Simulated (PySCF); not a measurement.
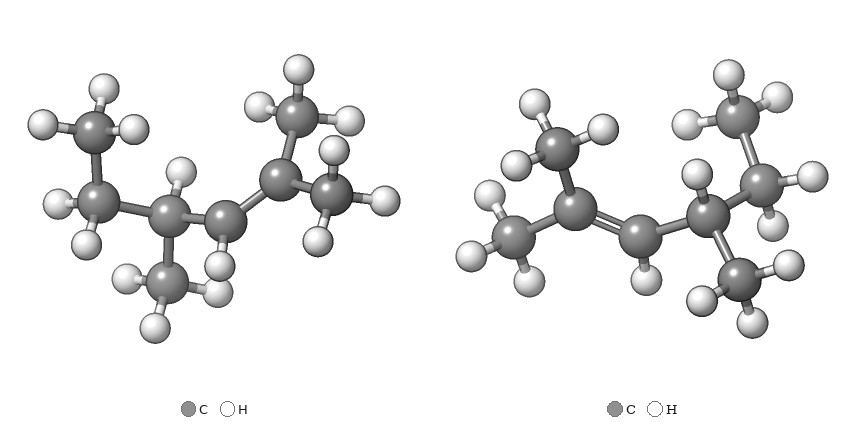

Two views of one molecule.

The computed structure is the end point of a PBE0-D3(BJ)/def2-SVP optimisation. No frequency run is at hand to confirm it as a minimum.

Description:

The molecule is C₈H₁₆. As SMILES it reads `CC[C@H](C)C=C(C)C`. It has no ring. Among its groups: alkene. The point group is C1. Coordination: 6 C tetrahedral; 2 C trigonal planar.

More results for the same structure follow; atom numbers are the same in all pictures, views and colours differ.

**Shape**

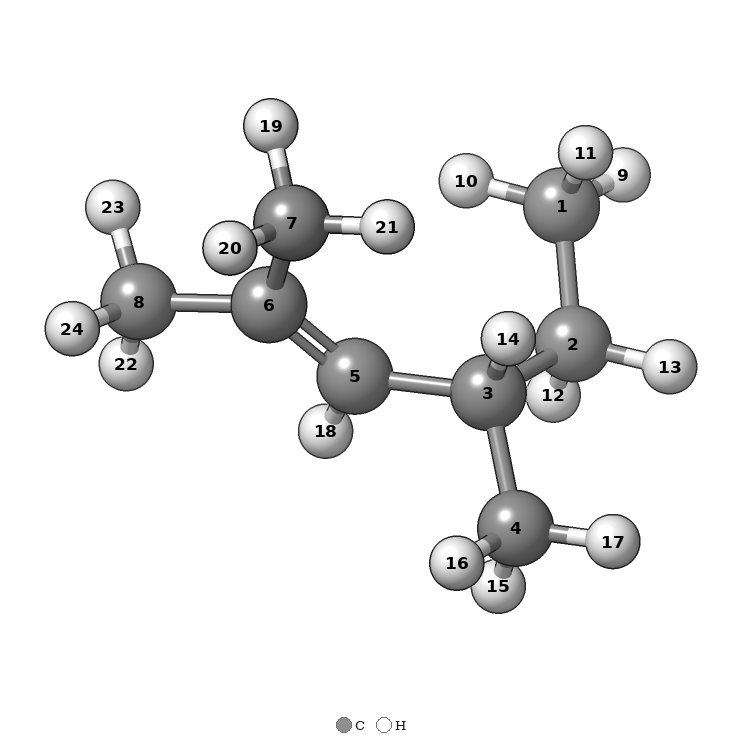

Atoms carry their numbers in the input. No frequency run is at hand to confirm it as a minimum.

Estimate the angles C1–C2–C3, C2–C1–H9, C2–C3–C5, C3–C5–C6, C4–C3–C5, C4–C3–H14, C5–C3–H14, C5–C6–C7, C5–C6–C8, C6–C5–H18, C6–C8–H22, C7–C6–C8.

```
    angle  degrees
 C1–C2–C3    113.9
 C2–C1–H9    111.5
 C2–C3–C5    111.0
 C3–C5–C6    129.0
 C4–C3–C5    110.3
C4–C3–H14    107.9
C5–C3–H14    109.3
 C5–C6–C7    124.6
 C5–C6–C8    120.8
C6–C5–H18    117.0
C6–C8–H22    112.0
 C7–C6–C8    114.6
```

**Dipole moment**

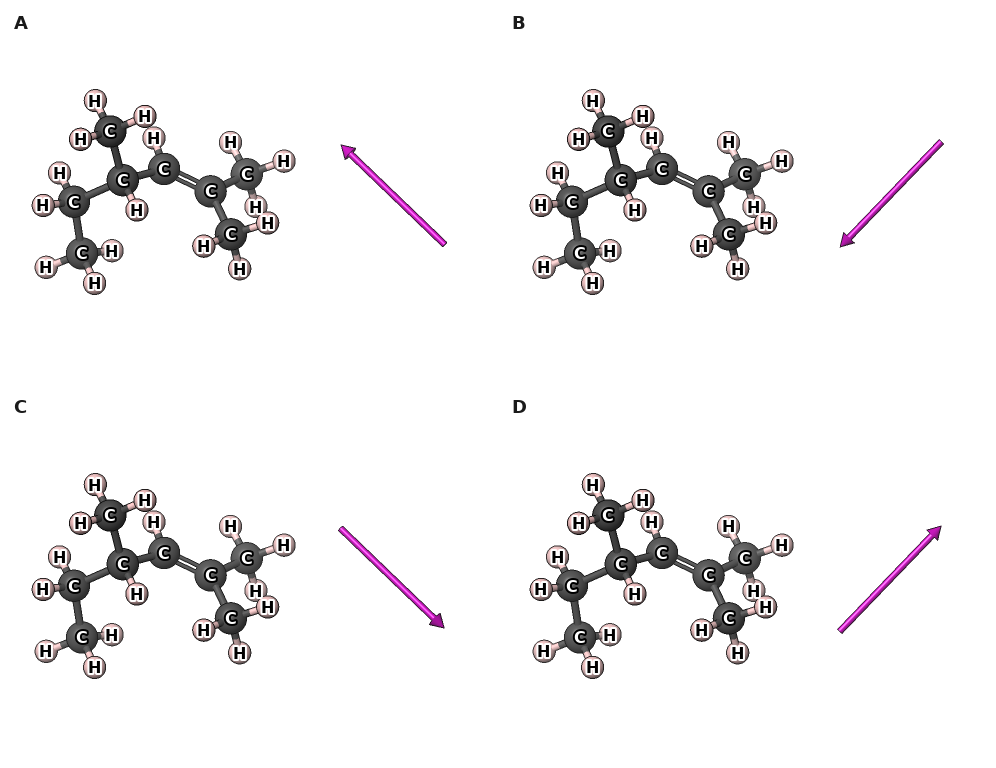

The same molecule four times, each with an arrow. No frequency run is at hand to confirm it as a minimum. Method: PBE0/pcSseg-1 in chloroform (IEF-PCM) (PySCF 2.14.0).

Question: Which arrow points along the dipole moment, from the negative to the positive end?

Answer: C. The dipole moment is 0.45 D.

**NMR shielding**

The questions are on isotropic NMR shieldings of the C atoms. No frequency run is at hand to confirm it as a minimum. Level of theory: GIAO PBE0/pcSseg-1 NMR shielding, non-relativistic, IEF-PCM chloroform (PySCF 2.14.0).

Question: Which C atom is the most shielded (lowest chemical shift)?

Answer: C1 (170.4 ppm).

Question: Which C atom is the least shielded (highest chemical shift)?

Answer: C6 (44.0 ppm).

Question: How wide is the range of C shifts?

Answer: 126.4 ppm.

Give the isotropic NMR shieldings of the C atoms atom by atom.

```tsv
atom	σ (ppm)
C1	170.4
C2	151.4
C3	147.6
C4	160.7
C5	44.9
C6	44.0
C7	165.3
C8	156.6
```

**Bond orders**

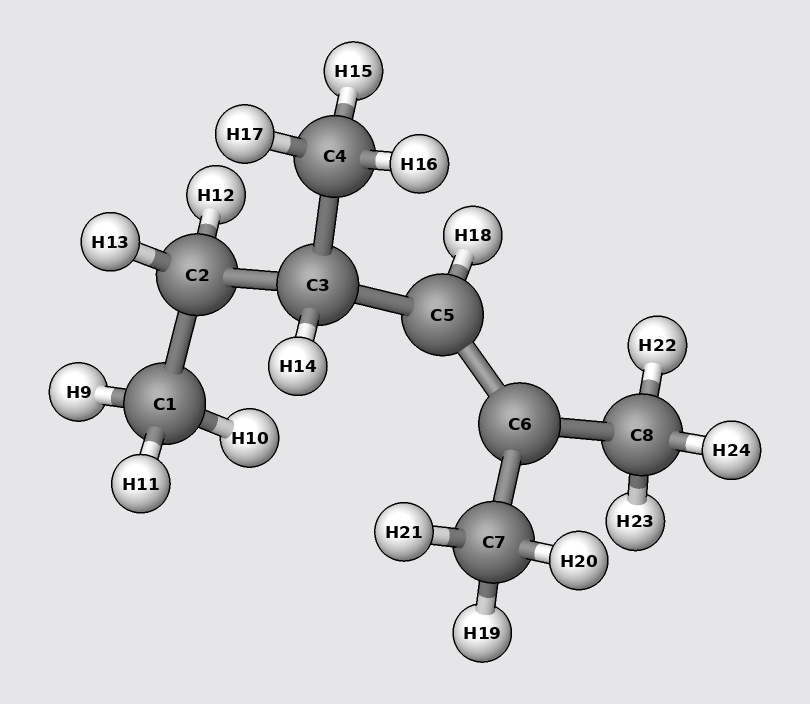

Every bond is drawn as one stick. No frequency run is at hand to confirm it as a minimum. Method: PBE0/pcSseg-1 in acetonitrile (IEF-PCM) (PySCF 2.14.0).

Question: Which bond between heavy atoms has the highest Mayer bond order?

Answer: C5–C6, 1.85, at a length of 1.343 Å.

List the Mayer bond orders of C1–C2, C2–C3, C3–C4, C3–C5, C5–C6, C6–C7, C6–C8 (bonds between heavy atoms, one of each equivalent set).

| bond | Mayer order | length (Å) |
| --- | --- | --- |
| C1–C2 | 1.06 | 1.519 |
| C2–C3 | 1.00 | 1.535 |
| C3–C4 | 1.04 | 1.528 |
| C3–C5 | 0.98 | 1.501 |
| C5–C6 | 1.85 | 1.343 |
| C6–C7 | 1.08 | 1.500 |
| C6–C8 | 1.07 | 1.501 |
